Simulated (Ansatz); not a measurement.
## MgTl (Pm-3m): phonons and vibrational spectra

The cell of MgTl (Pm-3m) is at rest. What are its phonons? After the zone centre comes a 4×4×4 q mesh on a 12×12×12 k mesh.

Program: Ansatz 0.2.0. Level of theory: DFT PBEsol, scalar-relativistic, plane waves, PAW. Results are calculated unless marked as measured.

The database entry behind the starting cell differs from later determinations by our own check (0.1 to 0.3 % short, probably kX units), so it need not match the best structure at ambient conditions.

### Step 1. The structure

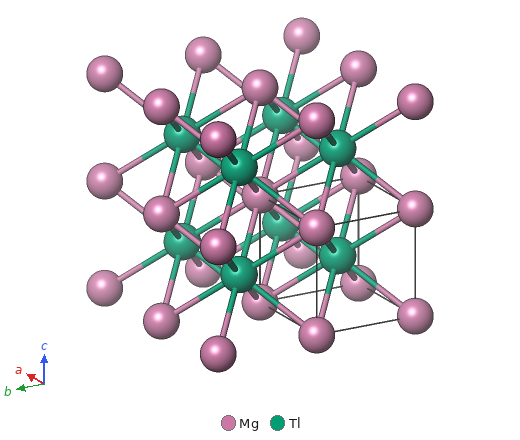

The starting structure, seen from a free direction (magnesium pink, thallium teal). 2×2×2 cells are drawn. Some periodic images of atoms are drawn too.

### Step 2. Zone-centre response

The cell comes from relaxations at this level that are not shown. The zone centre comes first: it holds the modes that light can see, as far as symmetry allows. No field response is asked, since the mesh shows no gap.

input.yaml reads:

```yaml
crystal:
  lattice:
    - [3.6224807745, 0.0, 0.0]
    - [0.0, 3.6224807745, 0.0]
    - [0.0, 0.0, 3.6224807745]
  atoms:
    - { symbol: Mg, position: [0.0, 0.0, 0.0] }
    - { symbol: Tl, position: [0.5, 0.5, 0.5] }
kpoints:
  mp_grid: { grid: [12, 12, 12] }
hamiltonian:
  xc: pbesol
scf:
  occupations: { method: methfessel_paxton, width: 0.15 }
output:
  eigenvalues: true
phonons:
  method: dfpt
```

Command:

```bash
$ ansatz run input.yaml --threads 4 --pin off --max-ram 7168MiB --backend cpu --events-out ev --progress --plain --runs-dir out
```

Numbers of over 12 decimals in the logs are rounded to 6 here.

Output:

```text
Engine: ansatz 0.2.0, aarch64-unknown-linux-gnu
Pseudopotentials: kind: paw
Pseudopotential: Mg, paw, valence charge 10, recommended cutoff 420 eV (normal), Mg.paw.azcp
Pseudopotential: Tl, paw, valence charge 13, recommended cutoff 420 eV (normal), Tl.paw.azcp
Functional definition: PBEsol
  exchange = pbesol_x
  correlation = pbesol_c
Crystal: 2 atoms, lattice volume = 47.536 Å³
Basis set: ecut = 420 eV, 925 PW (Γ), exchange–correlation on 50×50×50 points (8 copies of the dense FFT grid, shifted against one another)
Bands: 16, of which v1, the nominal top of the filled ones, is band 12 counted from 1 (11 counted from 0)
Symmetry: 48 space group operations
k-points: 196 of 1728 (irreducible under 8 space group operations, time reversal used)
Non-local potential: Mg, projectors of the file, l = 0: 3, l = 1: 2, l = 2: 1
Non-local potential: Tl, projectors of the file, l = 0: 2, l = 1: 2, l = 2: 2, l = 3: 1
PAW form: soft (Blöchl's): semilocal exchange-correlation on the pseudo side does not see the compensation charge
PAW frozen core: Mg, regenerated for the run's functional, and the local potential with it (the file was generated under x = pbe(κ = 0.804, μ = 0.219515), c = pbe(β = 0.066725))
PAW frozen core: Tl, regenerated for the run's functional, and the local potential with it (the file was generated under x = pbe(κ = 0.804, μ = 0.219515), c = pbe(β = 0.066725))
PAW one-centre angular grid: Mg, 110 points (default); XC on 64 Gauss nodes
PAW one-centre angular grid: Tl, 590 points (default); XC on 64 Gauss nodes
Initial density: superposition of atomic densities (neutral atoms: chi_scale 0, normalization atom), corrected by the library's trained network
Initial wavefunctions: pseudopotential atomic-orbital guess
Functional: x = pbesol(κ = 0.804, μ = 0.123457), c = pbesol(β = 0.046)
SCF iter   1: F=—  HF=-13207.902012 eV  |F-HF|=—  |Δ(HF+E_count)|=         —  Δρ=3.32e-3  dr2=7.51e-3  ethr=1.77e-3  ⟨swp⟩=5.1  Hψ=15162  notcnv=0
preconditioner: auto → none  [insulator: Δε(μ)=0.101 eV  Ē_g=13.673 eV  σ=0.150 eV  W_gap=0.50  n_scr=6 (ndim 8)  ℏωp=20.9 eV  f_vac=0.000  D(μ)=0.53/eV (n_scr^D=0)  ε∞_Penn≈3.3]
SCF iter   2: F=—  HF=-13207.897813 eV  |F-HF|=—  |Δ(HF+E_count)|=   4.20e-3  S|Δr|=    0.00e0  Δρ=9.32e-4  dr2=4.55e-4  ethr=3.26e-5  ⟨swp⟩=2.2  Hψ=6775  notcnv=0  defer=2
SCF iter   3: F=—  HF=-13207.897646 eV  |F-HF|=—  |Δ(HF+E_count)|=   1.68e-4  S|Δr|=    0.00e0  Δρ=1.98e-4  dr2=2.93e-5  ethr=1.98e-6  ⟨swp⟩=2.5  Hψ=5322  notcnv=0  defer=2
SCF iter   4: F=—  HF=-13207.897636 eV  |F-HF|=—  |Δ(HF+E_count)|=   1.01e-5  S|Δr|=    0.00e0  Δρ=6.89e-5  dr2=1.37e-6  ethr=1.28e-7  ⟨swp⟩=2.0  Hψ=4493  notcnv=0  defer=2
SCF iter   5: F=—  HF=-13207.897636 eV  |F-HF|=—  |Δ(HF+E_count)|=   3.50e-7  S|Δr|=    0.00e0  Δρ=1.03e-5  dr2=7.86e-8  ethr=5.96e-9  ⟨swp⟩=2.0  Hψ=5286  notcnv=0  defer=2
SCF iter   6: F=—  HF=-13207.897636 eV  |F-HF|=—  |Δ(HF+E_count)|=   2.75e-8  S|Δr|=    0.00e0  Δρ=3.44e-6  dr2=5.00e-9  ethr=3.42e-10  ⟨swp⟩=2.1  Hψ=3671  notcnv=0  defer=2
SCF iter   7: F=-13207.897636 eV  HF=-13207.897636 eV  |F-HF|=1.82e-12  |Δ(HF+E_count)|=  1.35e-10  S|Δr|=    0.00e0  Δρ=1.77e-7  dr2=7.45e-12  ethr=1.00e-12  ⟨swp⟩=6.3  Hψ=16037  notcnv=0
SCF 1 converged in 7 iterations: F = -13207.897636 eV  dr2 = 7.45e-12
  greatest PAW one-centre occupation: 1.000 electrons in one spin orbital (limit 2), on the Mg atom at site 0 (counted from 0), in its partial waves of l = 0
DFPT response loops at Γ: preconditioner auto → Kerker (q_TF=auto, 2.417 Å⁻¹) (partly filled bands, converged f_vac=0.000); β = 1.00, the filter's whole step (`scf.mixing.beta` (0.50) is not read by the response loops under this deck's `scf.mixing.preconditioner`; to damp them name `kerker` or `kerker_dos`, under which they read `scf.mixing.beta`, and type it under 1.00, their step now; both keys bind the ground state too); Broyden in place of MSR1
SCF converged after 7 iterations
Stability not checked: this state was not tested for a lower state beside it, because cold or Methfessel-Paxton smearing, or corrected tetrahedra, fill the levels in a way that the test cannot read (fill_not_monotonic; see scf.lower_state_search)
Free energy (F): -13207.897636 eV
Harris-Foulkes:  -13207.897636 eV  (|F-HF|=1.82e-12)
Internal energy: -13207.899026 eV  (E = F + TS)
E sigma→0 (E₀):  -13207.897984 eV
Entropy (-TS):   0.001390 eV (0.695 meV/atom)
Fermi energy:    9.303212 eV
--- Per-component energies (eV) ---
  E_band       = -332.955160
  E_kinetic    = 409.825679
  E_local      = -2412.596281  (includes V_loc(G=0)·N_el)
  E_nonlocal   = 414.916454
  E_hartree    = 868.316387
  E_xc         = -257.669488
  E_vxc        = -179.820758  (∫ρ·V_xc dr)
  E_paw        = -10299.424749  (= ΣΔE_a)
  E_vpaw       = -301.913048  (= ΣTr[D̂ρ^β])
  E_aug_tail   = 0.000034  (compensation charges beyond the density's cutoff)
  E_ewald      = -1931.364189
  E_core_change = 0.097127  (= ΣΔE_core)
  E_smearing   = 0.001390  (= −TS)
  E_closure    = -0.000000  (closes the sum)
  Σ components = -13207.897636   (vs F -13207.897636, Δ=0.00e0)
--- Band table (eV; the first three rows and the last of 196) ---
  k-point 0: bands = [... 8 lower, -2.1008, -0.3467, 11.7507, 11.7507, 11.7507, 12.8376, 14.5992, 14.5992]
  k-point 1: bands = [... 8 lower, -2.0999, -0.2648, 10.5913, 11.8441, 11.8441, 13.3447, 14.6351, 15.4369]
  k-point 2: bands = [... 8 lower, -2.0972, -0.0175, 8.9689, 12.1184, 12.1184, 13.6910, 14.7404, 17.2686]
  k-point 195: bands = [... 8 lower, -1.8939, 5.6837, 9.0106, 9.0106, 9.0106, 11.4034, 11.4034, 11.4034]
--- Phonons (Γ-DFPT): 2 representative perturbations + reference, on 196 of 1728 k-points (Σ response iterations 6) ---
  k mesh reduced under 8 symmetry operations, with k and −k counted as one. Each operation leaves every solved perturbation unchanged. A smaller set is not used because it would not reduce the number of displacements times k-points to solve
  ASR residual: 3.610e-5 → 0.000e0 eV/Å²; symmetrization residual: 3.987e-6 eV/Å²
  ASR residual per site (eV/Å²): 2.86e-5 3.61e-5
  Γ frequencies (cm⁻¹): 0.00 0.00 0.00 148.94 148.94 148.94
  non-analytic LO–TO correction: not included (Born effective charges unavailable; polar crystals: no LO–TO splitting at Γ)
```

Elapsed: 31 s, on 4 threads of Arm Neoverse N1, shared host; peak memory 0.65 GiB; 68 s of CPU time.

Numbers from this step:

```
volume per atom                                         : 23.77 Å³
gap on the k-mesh                                       : 0 eV
sum-rule residual before enforcement                    : 3.61e-5 eV/Å²
point group                                             : m-3m
highest optical mode at the zone centre (no LO-TO term) : 148.9 cm⁻¹
lowest optical zone-centre mode                         : 148.9 cm⁻¹
```

Patterns of degenerate modes are one choice out of their space. The modes at Γ (shares of kinetic energy by element, %):

```
mode  frequency (cm⁻¹)  symmetry  Mg %  Tl %
   1               0.0  acoustic    11    89
   2               0.0  acoustic    11    89
   3               0.0  acoustic    11    89
   4             148.9       T1u    89    11
   5             148.9       T1u    89    11
   6             148.9       T1u    89    11
```

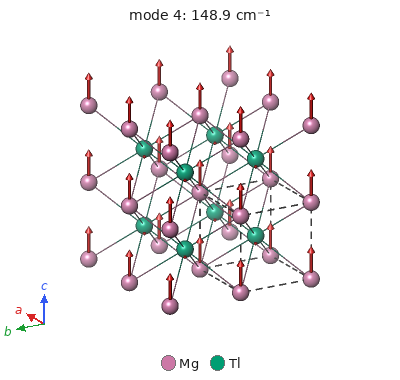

Displacement patterns of mode 4 at Γ; arrows are exaggerated. 2×2×2 cells are drawn. Some periodic images of atoms are drawn too.

Before it was imposed, the acoustic sum rule was missed by 3.6e-5 eV/Å². Small misses are needed for a sound result but don't prove that mesh and cutoff are converged. The lowest optical mode is real, 149 cm⁻¹.

(Continued in part 2 of 2.)

[Logs are printed without paths, hosts, clocks, repeated set-up lines and the standing remarks that a program may print on its own settings, such as how far it seeks lower states.]

[Hosts, paths, dates, database ids (printed as entryN), source tags and the programs' standing remarks are cut or masked in the printed files.]
